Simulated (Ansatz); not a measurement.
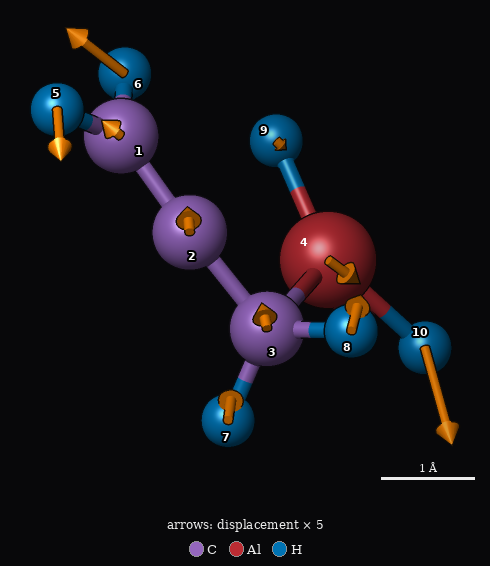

A relaxation of C₃H₆Al (charge +1). The starting structure is drawn; orange arrows show the displacements, 5 times their true length. The two geometries are superimposed by the best rigid fit.

A ball-and-stick model, seen from a free direction.

These are results of RKS PBE0-D4/def2-TZVP (Ansatz 0.2.0), not measurements. Settings: force threshold 0.005 eV/Å; at most 200 steps.

Which element moves most?

Answer. Hydrogen: up to 0.27 Å, against 0.10 Å for aluminium.

What did the optimiser do to the structure, and how much energy did it gain?

Answer. Over 9 geometry steps the energy falls by 2.79 kcal/mol. The largest force component goes from 0.66 to 0.0035 eV/Å. The largest move after the best rigid fit is that of H10, 0.27 Å. By element the largest moves are H 0.27 Å, Al 0.10 Å, C 0.09 Å. Near-neighbour distances that change, for instance: Al4–H10 1.524 → 1.560 Å, Al4–H9 1.531 → 1.561 Å, C1–H5 1.080 → 1.089 Å, C1–C2 1.277 → 1.284 Å. Among the angles between lasting bonds that change: H9–Al4–H10 128.6° → 140.6°, C3–Al4–H9 122.2° → 116.1°, C3–Al4–H10 109.2° → 103.3°. The run took 36 s on 2 threads of Arm Neoverse V2, with other jobs on the host.
